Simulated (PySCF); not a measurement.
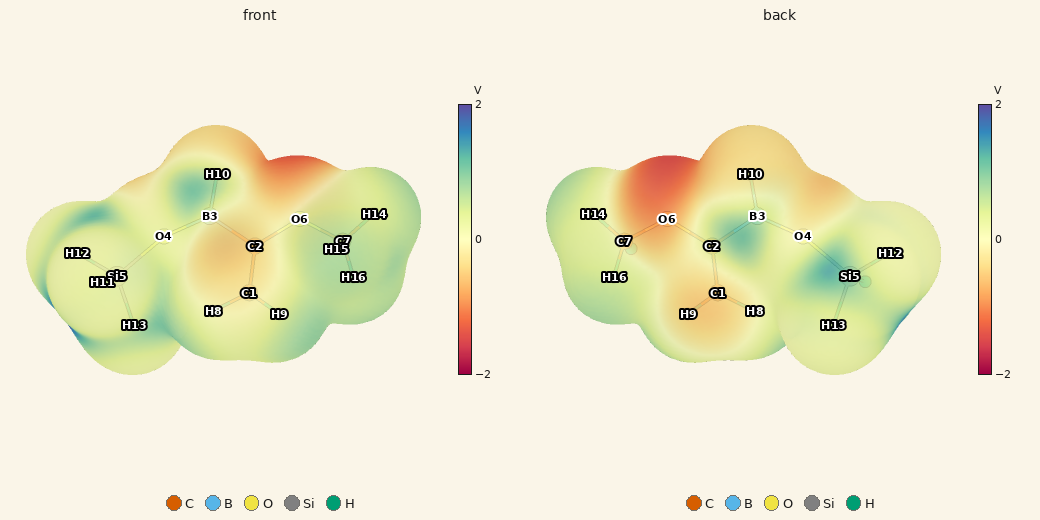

Figure 1: C₃H₉BO₂Si (SMILES C=C(BO[SiH3])OC). The electrostatic potential painted on the density surface at 0.002 e/bohr³, seen from the front and from behind; the colour scale runs from red (negative) to blue (positive).

Geometry: GFN2-xTB.

Method: CAM-B3LYP/def2-SVPD, SCF density, gas phase (PySCF 2.14.0).

```xyz
16

C    -0.5530    0.1209   -1.0777
C    -0.5672   -0.1999    0.2206
B     0.7050   -0.0678    1.1522
O     1.8676    0.3299    0.6845
Si    3.0314    0.8122   -0.3186
O    -1.6692   -0.6623    0.8898
C    -2.8709   -0.8075    0.1709
H     0.3602    0.4777   -1.5185
H    -1.4020    0.0545   -1.7367
H     0.6107   -0.3252    2.2974
H     2.7075    2.1779   -0.7319
H     4.2652    0.7481    0.4652
H     3.0826   -0.0945   -1.4677
H    -3.6026   -1.1886    0.8814
H    -3.2144    0.1531   -0.2274
H    -2.7587   -1.5197   -0.6533
```

### Describe the electrostatic potential map.

The most negative region (about −1.4 V) lies over O6, the most positive (about +1.7 V) over Si5. O6 is the likeliest acceptor of a hydrogen bond.

### What dipole moment does the calculation give?

Its dipole moment is 1.72 D.
